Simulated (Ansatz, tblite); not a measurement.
# In6N6 wurtzite hole sphere (In₆N₆H₁₈): charged states by level of theory

Aim: the energy of removing and adding an electron for In6N6 wurtzite hole sphere (In₆N₆H₁₈), by energy differences, and how well orbital energies stand in for it.

The runs use Ansatz 0.2.0, Gaussian basis; as each input shows.

Plan: charge +1 doublet, at the geometry of the singlet (PBE0-D4/def2-TZVP, PBE-D4/def2-TZVP); charge -1 doublet, at the geometry of the singlet (PBE0-D4/def2-TZVP, PBE-D4/def2-TZVP); the starting singlet's energies come from earlier runs.

1 further run of the same task is left out (set aside as unsound or not needed).

### Step 1. The relaxed structure

The geometry is that of the singlet, from an earlier relaxation (PBE-D4/def2-SVP).

30 atoms, charge 0, spin multiplicity 1.

Atoms are counted from 1 here; the program's logs count them from 0.

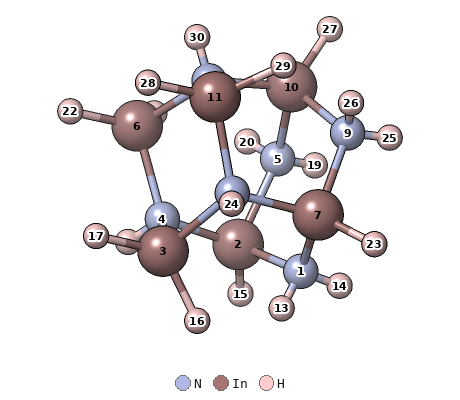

The geometry (nitrogen light blue, indium brown, hydrogen pink); atoms are numbered from 1 in the order of the file.

In takes a core potential in the def2 sets. No spin-orbit coupling is included.

### Step 2. Charge +1 doublet at the fixed geometry, PBE0-D4/def2-TZVP

The input, in.yaml:

```yaml
crystal:
  periodic: [false, false, false]
  atoms:
    - {symbol: N, position_ang: [-0.002758, -1.979723, -1.722987]}
    - {symbol: In, position_ang: [-1.955379, -1.128517, -1.043851]}
    - {symbol: In, position_ang: [0.002507, -2.201229, 1.832286]}
    - {symbol: N, position_ang: [-1.708770, -0.986392, 1.069092]}
    - {symbol: N, position_ang: [-1.714577, 0.987623, -1.723946]}
    - {symbol: In, position_ang: [-1.905534, 1.103242, 1.831505]}
    - {symbol: In, position_ang: [1.952090, -1.128869, -1.050098]}
    - {symbol: N, position_ang: [1.711747, -0.987051, 1.063569]}
    - {symbol: N, position_ang: [1.710204, 0.987728, -1.728466]}
    - {symbol: In, position_ang: [-0.001297, 2.255547, -1.049201]}
    - {symbol: In, position_ang: [1.910752, 1.102282, 1.826234]}
    - {symbol: N, position_ang: [0.001746, 1.975364, 1.064357]}
    - {symbol: H, position_ang: [-0.002282, -2.934384, -1.322369]}
    - {symbol: H, position_ang: [-0.004453, -2.119817, -2.744577]}
    - {symbol: H, position_ang: [-3.276310, -1.890609, -1.880701]}
    - {symbol: H, position_ang: [0.000461, -3.647201, 0.798867]}
    - {symbol: H, position_ang: [0.005394, -2.188436, 3.572888]}
    - {symbol: H, position_ang: [-2.532705, -1.462154, 1.476872]}
    - {symbol: H, position_ang: [-1.834846, 1.055369, -2.745865]}
    - {symbol: H, position_ang: [-2.541651, 1.465980, -1.325123]}
    - {symbol: H, position_ang: [-3.157925, 1.824444, 0.797069]}
    - {symbol: H, position_ang: [-1.895639, 1.100236, 3.571969]}
    - {symbol: H, position_ang: [3.270313, -1.891045, -1.891134]}
    - {symbol: H, position_ang: [2.536833, -1.462926, 1.468891]}
    - {symbol: H, position_ang: [1.828288, 1.056055, -2.750610]}
    - {symbol: H, position_ang: [2.538315, 1.465598, -1.331156]}
    - {symbol: H, position_ang: [-0.002545, 3.778851, -1.889138]}
    - {symbol: H, position_ang: [1.905102, 1.098485, 3.566829]}
    - {symbol: H, position_ang: [3.160336, 1.823901, 0.788635]}
    - {symbol: H, position_ang: [0.002581, 2.927641, 1.470158]}
basis:
  gaussian: {orbitals: def2-TZVP, fitting: {mean_field: def2-universal-jkfit}}
total_charge: 1
magnetization: {spin_polarized: true, initial_magnetization: 1}
hamiltonian: {xc: pbe0, dispersion: d4}
scf: {omitted_lower_state_checks: [starts]}
output: {orbitals: {seedname: orbitals}}
```

The run is started by

```
ansatz run in.yaml --threads 2 --pin off --events-out ev --progress --plain --max-ram 20480MiB --backend cuda --devices 0, --max-vram 18GiB
```

Output:

```text
Functional definition: PBE0
  name "PBE0"
  cite "Adamo & Barone, J. Chem. Phys. 110, 6158 (1999) doi:10.1063/1.478522"
  cite "Perdew, Burke & Ernzerhof, Phys. Rev. Lett. 77, 3865 (1996) doi:10.1103/PhysRevLett.77.3865"
  parent pbe
  parameter a = 0.25
  parameter kappa = 0.804
  parameter beta = 0.06672455060314922
  exchange = (1 - a)*pbe_x(kappa = kappa, mu = beta*pi^2/3) + a*exact_x
  correlation = pbe_c(beta = beta)
these checks for a lower state are left out or cut short: starts
2094 factors; integrals over basis functions are off by at most 6.0e-1 eV
mean field evaluation 1: about -40205.8412 eV, gradient 1.3e2 eV
mean field evaluation 2: about -39924.4653 eV, gradient 2.5e2 eV
mean field evaluation 4: about -40259.7582 eV, gradient 3.7e1 eV
mean field evaluation 8: about -40266.3416 eV, gradient 2.8e0 eV
mean field evaluation 16: about -40266.4237 eV, gradient 8.5e-2 eV
mean field evaluation 32: about -40266.4243 eV, gradient 1.0e-3 eV
mean field -40266.42433941 eV, -1479.7638009106 hartree, gradient 8.6e-6 eV, S^2 0.761688; 0 other end points of the search recorded, 0 dependent functions left out
reference -40266.42441702 eV, -1479.7638037628 hartree; 93, 92 occupied and 501, 502 virtual orbitals, 2094 factors
Total energy: -40267.70819978 eV, -1479.8109819090 hartree
Checks for a lower state left out: starts
```

It took 15 s on 1 × H100 (card shared with other runs) with 2 threads of AMD EPYC 7R13, shared host; peak host memory 1.3 GiB.

HOMO -10.54 eV, LUMO -9.64 eV (over both spins); ⟨S²⟩ 0.762 (pure: 0.75).

### Step 3. Charge +1 doublet at the fixed geometry, PBE-D4/def2-TZVP

start.molden holds the orbitals of an earlier run on this state, given as this run's starting guess.

in.yaml: that of step 2 with these lines changed.

```diff
@@ -34,6 +34,6 @@
 basis:
-  gaussian: {orbitals: def2-TZVP, fitting: {mean_field: def2-universal-jkfit}}
+  gaussian: {orbitals: def2-TZVP, fitting: {mean_field: def2-universal-jkfit}, initial_orbitals: start.molden}
 total_charge: 1
 magnetization: {spin_polarized: true, initial_magnetization: 1}
-hamiltonian: {xc: pbe0, dispersion: d4}
+hamiltonian: {xc: pbe, dispersion: d4}
 scf: {omitted_lower_state_checks: [starts]}
```

Same command.

Output:

```text
Functional definition: PBE
  name "PBE"
  cite "Perdew, Burke & Ernzerhof, Phys. Rev. Lett. 77, 3865 (1996) doi:10.1103/PhysRevLett.77.3865"
  parent pbe
  parameter kappa = 0.804
  parameter beta = 0.06672455060314922
  exchange = pbe_x(kappa = kappa, mu = beta*pi^2/3)
  correlation = pbe_c(beta = beta)
these checks for a lower state are left out or cut short: starts
2094 factors; integrals over basis functions are off by at most 6.0e-1 eV
mean field evaluation 1: about -40265.9120 eV, gradient 1.1e1 eV
mean field evaluation 2: about -40266.3539 eV, gradient 4.6e-1 eV
mean field evaluation 4: about -40266.3525 eV, gradient 7.8e-2 eV
mean field evaluation 8: about -40266.3527 eV, gradient 2.8e-4 eV
mean field evaluation 16: about -40266.3527 eV, gradient 2.9e-4 eV
mean field -40266.35274965 eV, -1479.7611700356 hartree, gradient 2.5e-6 eV, S^2 0.753353; 0 other end points of the search recorded, 0 dependent functions left out
reference -40266.35286358 eV, -1479.7611742222 hartree; 93, 92 occupied and 501, 502 virtual orbitals, 2094 factors
Total energy: -40267.79354315 eV, -1479.8141182199 hartree
Checks for a lower state left out: starts
```

It took 6.5 s on 1 × H100 (card shared with other runs) with 2 threads of AMD EPYC 7R13, shared host; peak host memory 1.2 GiB.

Report: HOMO -9.64 eV, LUMO -9.65 eV (over both spins; with the spin held, an empty level of the minority spin lies below the top filled one); ⟨S²⟩ 0.753 (pure: 0.75).

### Step 4. Vertical ionisation energy

Charged state less starting state, singlet to doublet; the starting state's energies are those of its earlier runs.

```csv
level,vertical ionisation energy (eV),time
PBE-D4/def2-TZVP,+7.87,11 s
PBE0-D4/def2-TZVP,+8.42,22 s
```

Times add the two runs; a level without a time comes out of a correlated run.

Beside −ε(HOMO) of the starting state:

| level | −ε(HOMO) (eV) | by difference (eV) | mismatch (eV) |
| --- | --- | --- | --- |
| PBE-D4/def2-TZVP | 5.94 | 7.87 | -1.93 |
| PBE0-D4/def2-TZVP | 7.08 | 8.42 | -1.34 |

### Step 5. Charge -1 doublet at the fixed geometry, PBE0-D4/def2-TZVP

in.yaml: that of step 3 with these lines changed.

```diff
@@ -34,6 +34,6 @@
 basis:
-  gaussian: {orbitals: def2-TZVP, fitting: {mean_field: def2-universal-jkfit}, initial_orbitals: start.molden}
-total_charge: 1
+  gaussian: {orbitals: def2-TZVP, fitting: {mean_field: def2-universal-jkfit}}
+total_charge: -1
 magnetization: {spin_polarized: true, initial_magnetization: 1}
-hamiltonian: {xc: pbe, dispersion: d4}
+hamiltonian: {xc: pbe0, dispersion: d4}
 scf: {omitted_lower_state_checks: [starts]}
```

Same command.

Output (excerpt; [...] marks lines left out):

```text
Functional definition: PBE0
  name "PBE0"
  cite "Adamo & Barone, J. Chem. Phys. 110, 6158 (1999) doi:10.1063/1.478522"
  cite "Perdew, Burke & Ernzerhof, Phys. Rev. Lett. 77, 3865 (1996) doi:10.1103/PhysRevLett.77.3865"
  parent pbe
[...]
2094 factors; integrals over basis functions are off by at most 6.0e-1 eV
[...]
mean field -40274.80305483 eV, -1480.0717130230 hartree, gradient 2.8e-6 eV, S^2 0.750850; 0 other end points of the search recorded, 0 dependent functions left out
reference -40274.80313784 eV, -1480.0717160734 hartree; 94, 93 occupied and 500, 501 virtual orbitals, 2094 factors
Total energy: -40276.20463051 eV, -1480.1232199793 hartree
Checks for a lower state left out: starts
```

Run time: 8.5 s. Hardware: 1 × H100 (card shared with other runs) with 2 threads of AMD EPYC 7R13, shared host; peak host memory 1.3 GiB.

From the report: HOMO 1.05 eV, LUMO 1.99 eV (over both spins); ⟨S²⟩ 0.751 (pure: 0.75). Doubts: highest occupied level lies above zero.

### Step 6. Charge -1 doublet at the fixed geometry, PBE-D4/def2-TZVP

in.yaml: that of step 5 with these lines changed.

```diff
@@ -34,6 +34,6 @@
 basis:
-  gaussian: {orbitals: def2-TZVP, fitting: {mean_field: def2-universal-jkfit}}
+  gaussian: {orbitals: def2-TZVP, fitting: {mean_field: def2-universal-jkfit}, initial_orbitals: start.molden}
 total_charge: -1
 magnetization: {spin_polarized: true, initial_magnetization: 1}
-hamiltonian: {xc: pbe0, dispersion: d4}
+hamiltonian: {xc: pbe, dispersion: d4}
 scf: {omitted_lower_state_checks: [starts]}
```

Launched as before.

Output:

```text
Functional definition: PBE
  name "PBE"
  cite "Perdew, Burke & Ernzerhof, Phys. Rev. Lett. 77, 3865 (1996) doi:10.1103/PhysRevLett.77.3865"
  parent pbe
  parameter kappa = 0.804
  parameter beta = 0.06672455060314922
  exchange = pbe_x(kappa = kappa, mu = beta*pi^2/3)
  correlation = pbe_c(beta = beta)
these checks for a lower state are left out or cut short: starts
2094 factors; integrals over basis functions are off by at most 6.0e-1 eV
mean field evaluation 1: about -40273.9469 eV, gradient 1.1e1 eV
mean field evaluation 2: about -40274.4082 eV, gradient 5.7e-1 eV
mean field evaluation 4: about -40274.4217 eV, gradient 3.4e-1 eV
mean field evaluation 8: about -40274.4225 eV, gradient 8.5e-5 eV
mean field evaluation 16: about -40274.4225 eV, gradient 8.5e-6 eV
mean field -40274.42252992 eV, -1480.0577289903 hartree, gradient 8.5e-6 eV, S^2 0.750618; 0 other end points of the search recorded, 0 dependent functions left out
reference -40274.42264184 eV, -1480.0577331035 hartree; 94, 93 occupied and 500, 501 virtual orbitals, 2094 factors
Total energy: -40275.99442075 eV, -1480.1154949132 hartree
Checks for a lower state left out: starts
```

It took 9.6 s on 1 × H100 (card shared with other runs) with 2 threads of AMD EPYC 7R13, shared host; peak host memory 1.2 GiB.

Report: HOMO 1.32 eV, LUMO 1.44 eV (over both spins); ⟨S²⟩ 0.751 (pure: 0.75). Doubts: highest occupied level lies above zero.

### Step 7. Vertical electron affinity

Starting state less charged state (positive: the electron is bound), singlet to doublet; the starting state's energies are those of its earlier runs.

```csv
level,vertical electron affinity (eV),time
PBE-D4/def2-TZVP,+0.33,14 s
PBE0-D4/def2-TZVP,+0.07,16 s
```

Times add the two runs; a level without a time comes out of a correlated run.

Beside −ε(LUMO) of the starting state:

```csv
level,−ε(LUMO) (eV),by difference (eV),mismatch (eV)
PBE-D4/def2-TZVP,1.89,0.33,+1.56
PBE0-D4/def2-TZVP,1.07,0.07,+1.00
```

### Step 8. Summary of results

| quantity | value |
| --- | --- |
| vertical ionisation energy, functionals in def2-TZVP | 7.87 (PBE-D4) to 8.42 eV (PBE0-D4) |
| vertical electron affinity, functionals in def2-TZVP | 0.07 (PBE0-D4) to 0.33 eV (PBE-D4) |

The vertical ionisation energy spans 7.87 to 8.42 eV over the functionals. −ε(HOMO) misses the level's own difference by -1.34 eV at best (PBE0-D4) and -1.93 eV at worst (PBE-D4). The vertical electron affinity spans 0.07 to 0.33 eV over the functionals. The anion's highest level lies above zero where self-interaction lifts it, so diffuse functions weigh on these values. −ε(LUMO) misses the level's own difference by +1.00 eV at best (PBE0-D4) and +1.56 eV at worst (PBE-D4).

The anion's highest level is positive in at least one run, so there the basis alone may hold the extra electron.
